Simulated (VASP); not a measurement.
Band structure of SiS₂ (space group I-42d). These are modified Becke-Johnson potential (mBJ), VASP's PBE PAW potentials (set 64) (plane waves; VASP) values and carry that method's errors.

mBJ is a potential without an energy functional, so only the levels count. The path is coarsely sampled, so an indirect gap can come out somewhat too large.

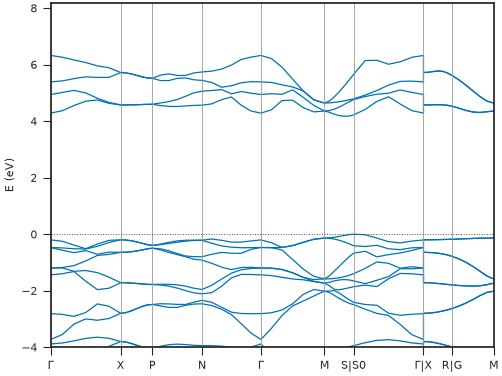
Figure: Bands along high-symmetry lines, zero at the valence-band maximum or, without a gap, the Fermi level

Question: Read the plot: is there a gap, and where are the band edges?

Answer: The gap is indirect, 4.17 eV, from the valence maximum at S to the conduction minimum at M-S at 0.67.

The structure comes from a computed database's SiS2 entry (I-42d); how it stands against other phases isn't given here. It was relaxed first. The cell's shape comes from a PBE relaxation.
